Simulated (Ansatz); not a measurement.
## Mg$_{7}$CuO$_{8}$: single-point calculation (part 2 of 2)

Continued. System: Mg$_{7}$CuO$_{8}$ (defect cell, 16 atoms in the cell). Method: DFT, PBE, PAW, plane waves, scalar-relativistic, spin-polarised (Ansatz 0.2.0); cutoff 420 eV, 2×2×2 k-mesh, Fermi–Dirac smearing of 0.01 eV, collinear spins. It belongs to a series of runs on one base structure; here: parallel moments, plain SCF.

Output, continued:
```
  k-point 1 ↑: bands = ["-103.6560", "-65.4847", "-65.3255", "-65.3255", "-65.3229", "-65.3229", "-65.3229", "-65.3229", "-61.0274", "-61.0274", "-61.0274", "-32.2460", "-32.2460", "-32.2440", "-32.1065", "-32.1041", "-32.0929", "-32.0929", "-32.0897", "-32.0897", "-32.0890", "-32.0838", "-32.0828", "-32.0828", "-32.0784", "-32.0784", "-32.0767", "-32.0693", "-32.0669", "-32.0669", "-32.0660", "-32.0660", "-9.0348", "-9.0288", "-8.4178", "-8.4178", "-8.4006", "-8.4006", "-8.2739", "-8.2724", "3.5115", "3.7072", "3.7072", "3.7429", "3.8695", "3.8695", "4.5400", "4.7109", "4.7109", "4.8065", "5.5235", "5.5235", "5.5388", "5.6412", "5.8014", "5.8014", "6.3498", "6.3498", "6.3717", "6.3848", "6.5594", "6.5594", "6.9767", "6.9789", "6.9789", "7.2174", "7.2174", "8.1511", "8.1511", "13.2935", "13.4979", "15.8819", "16.2867", "16.3085", "16.3085", "16.4338", "16.4338", "17.6717", "18.0227", "18.0391", "18.0391", "18.4672", "18.4672", "19.2360", "19.2762"]
  k-point 2 ↑: bands = ["-103.6560", "-65.4847", "-65.3255", "-65.3238", "-65.3238", "-65.3238", "-65.3238", "-65.3221", "-61.0274", "-61.0274", "-61.0274", "-32.2453", "-32.2453", "-32.2440", "-32.1009", "-32.1000", "-32.0947", "-32.0947", "-32.0850", "-32.0850", "-32.0849", "-32.0833", "-32.0820", "-32.0820", "-32.0820", "-32.0816", "-32.0788", "-32.0788", "-32.0694", "-32.0694", "-32.0664", "-32.0655", "-8.9423", "-8.8555", "-8.5676", "-8.5519", "-8.5519", "-8.3872", "-8.2679", "-8.1600", "3.5540", "3.9065", "4.1427", "4.1427", "4.3156", "4.5507", "4.5507", "4.5734", "4.5734", "4.8573", "4.9879", "5.2686", "5.2686", "5.3562", "5.4604", "5.6078", "5.6939", "6.4730", "6.4730", "6.5426", "6.5426", "6.7139", "6.7665", "6.7665", "6.8378", "7.2876", "7.2876", "7.4410", "8.3589", "14.0555", "14.4218", "15.6942", "15.8627", "15.8627", "15.9594", "17.6703", "18.2404", "18.2404", "18.2946", "18.3499", "18.3499", "18.3542", "18.3663", "18.5871", "19.0237"]
  k-point 2 ↓: bands = ["-102.8894", "-65.4835", "-65.3260", "-65.3243", "-65.3243", "-65.3243", "-65.3243", "-65.3225", "-60.2806", "-60.2806", "-60.2806", "-32.2438", "-32.2438", "-32.2424", "-32.1016", "-32.1003", "-32.0953", "-32.0953", "-32.0857", "-32.0857", "-32.0855", "-32.0836", "-32.0826", "-32.0826", "-32.0824", "-32.0823", "-32.0795", "-32.0795", "-32.0699", "-32.0699", "-32.0668", "-32.0662", "-8.8388", "-8.7970", "-8.4590", "-8.4448", "-8.4448", "-8.3894", "-8.1548", "-8.1138", "3.7599", "3.9592", "4.1604", "4.1604", "4.5393", "4.5945", "4.5945", "4.6700", "4.6700", "4.8941", "5.3397", "5.3397", "5.5256", "5.5298", "5.5590", "5.6056", "5.7369", "6.5407", "6.5407", "6.6651", "6.6651", "6.7650", "6.7911", "6.7911", "7.1756", "7.5492", "7.5492", "8.3142", "9.0901", "14.1560", "14.4462", "15.7952", "15.8813", "15.8813", "15.9727", "17.7182", "18.2863", "18.2906", "18.2906", "18.3601", "18.3601", "18.3640", "18.4328", "18.5777", "19.0371"]
```

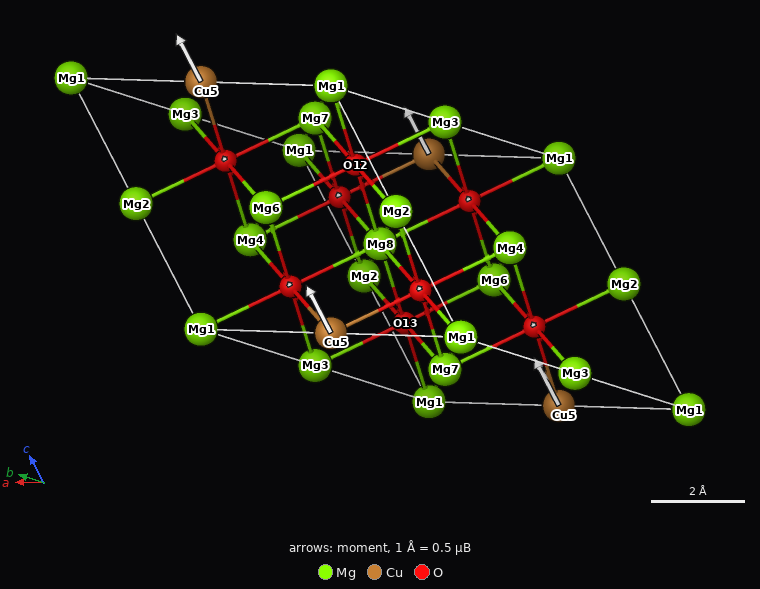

Figure 1. Magnetic moments of the sites as white arrows (ball-and-stick view of the cell of the calculation, seen at an oblique angle; atoms are numbered from 1 in the order of the input); small moments hardly show. The run is collinear, so the axis drawn is arbitrary. Site moments: Cu5 (0.60 μB); O9, O10, O11, O14, O15, O16 (0.07 μB). They are counted near the atoms and needn't add up to the moment of the cell.

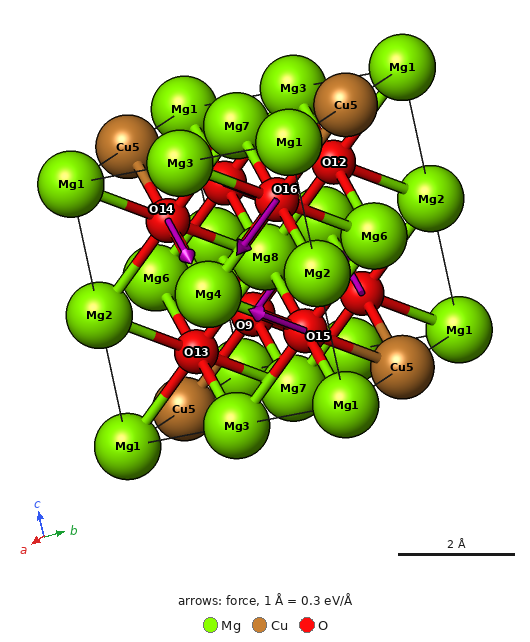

Figure 2. Forces on the atoms as pink arrows (ball-and-stick view of the cell of the calculation, seen slightly off an axis; atoms are numbered from 1 in the order of the input). The largest act on O9, O10, O11, O14, O15, O16 (0.39 eV/Å). 

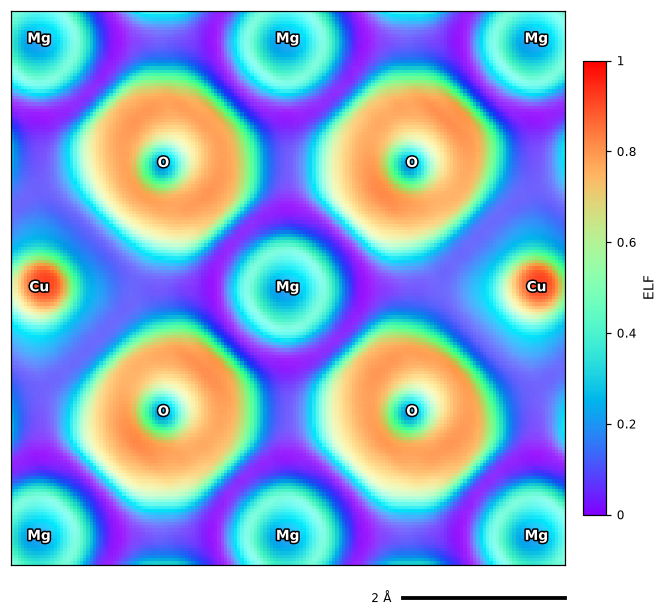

Figure 3. Electron localisation function on the (101) plane of the calculation cell. Mg–O (2.18 Å): the ELF is about 0.35 at the midpoint (no shared pair; the contact is polar). Cu–O (2.18 Å): the ELF is about 0.15 at the midpoint; no shared pair; the contact is polar. The strong features right at Cu lie inside the PAW spheres (semicore, d or f shells) and say nothing about bonding. The fields are those of the smooth PAW valence density.

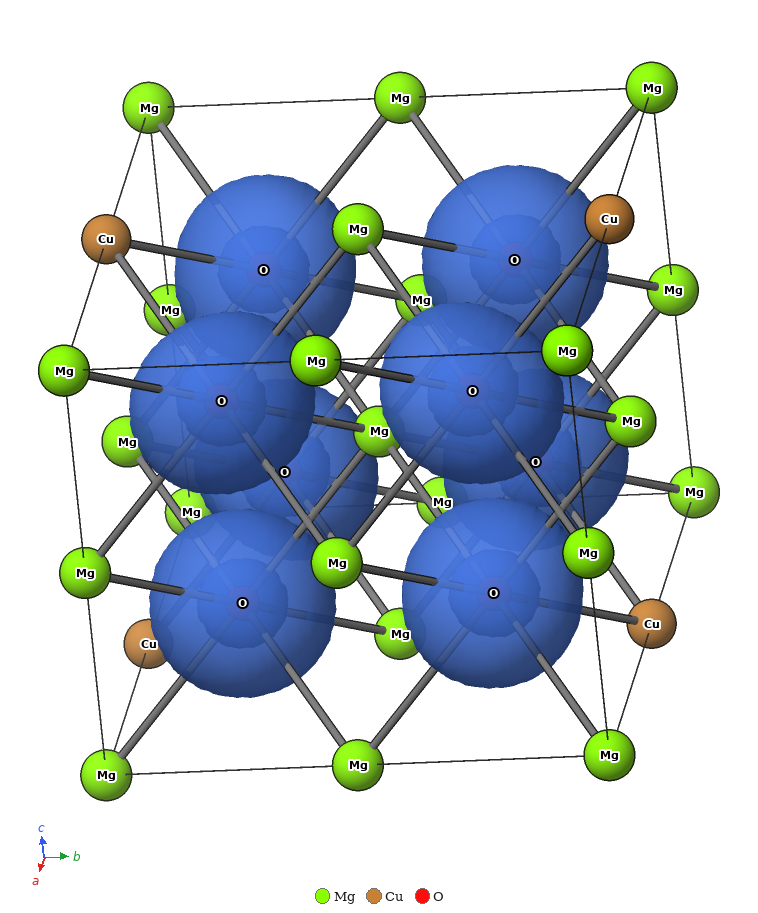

Figure 4. Isosurface of the electron localisation function at 0.75 (blue), seen at an oblique angle. Only the valence region is drawn (cores and ρ < 0.01 e/Å³ removed). Sticks mark near contacts. The outline is the calculation cell. Values along the shortest contacts: Mg–O (2.18 Å): the ELF is about 0.35 at the midpoint (a polar contact without a shared pair, in a metal). Cu–O (2.18 Å): the ELF is about 0.15 at the midpoint; a polar contact without a shared pair, in a metal.

The run was set up as follows.

The input:
```yaml
crystal:
  lattice:
    - [0.0, 4.3554, 4.3554]
    - [4.3554, 0.0, 4.3554]
    - [4.3554, 4.3554, 0.0]
  atoms:
    - { symbol: Mg, position: [0.0, 0.0, 0.0] }
    - { symbol: Mg, position: [0.0, 0.0, 0.5] }
    - { symbol: Mg, position: [0.0, 0.5, 0.0] }
    - { symbol: Mg, position: [0.0, 0.5, 0.5] }
    - { symbol: Cu, position: [0.5, 0.0, 0.0], spin: 1.0 }
    - { symbol: Mg, position: [0.5, 0.0, 0.5] }
    - { symbol: Mg, position: [0.5, 0.5, 0.0] }
    - { symbol: Mg, position: [0.5, 0.5, 0.5] }
    - { symbol: O, position: [0.25, 0.25, 0.25] }
    - { symbol: O, position: [0.25, 0.25, 0.75] }
    - { symbol: O, position: [0.25, 0.75, 0.25] }
    - { symbol: O, position: [0.25, 0.75, 0.75] }
    - { symbol: O, position: [0.75, 0.25, 0.25] }
    - { symbol: O, position: [0.75, 0.25, 0.75] }
    - { symbol: O, position: [0.75, 0.75, 0.25] }
    - { symbol: O, position: [0.75, 0.75, 0.75] }
magnetization:
  spin_polarized: true
hamiltonian:
  xc: pbe
  pseudopotentials: { kind: paw }
basis:
  ecutwfc: 420
kpoints:
  mp_grid: { grid: [2, 2, 2] }
scf:
  occupations: { method: fermi_dirac, width: 0.01 }
  lower_state_search: "off"
output:
  forces: true
  stress: true
  write_density: true
  write_potential: true
  elf: true
  volumetric_format: npy
```

Run as:
```bash
ansatz run input.yaml --threads 4 --pin off --max-ram 9216MiB --backend cpu --events-out ev --progress --plain --runs-dir out
```

Key numbers:

| quantity | value |
| --- | --- |
| outcome | converged |
| electrons treated | 137 |
| free energy | −24649.1741 eV |
| Fermi energy | 8.887 eV |
| net moment of the cell | 1.00 μB |
| integrated absolute moment | 1.09 μB |
| pressure | −8.87 GPa |
| largest force (length of the vector) | 0.389 eV/Å |
| hardware | 4 threads of Arm Neoverse V1, 24 GiB of memory available, shared host |
| wall time | 3.4 s (CPU time 12 s) |
| peak memory | 0.55 GiB |

The k-point mesh is coarse for a cell of this size, so the results may not be converged.
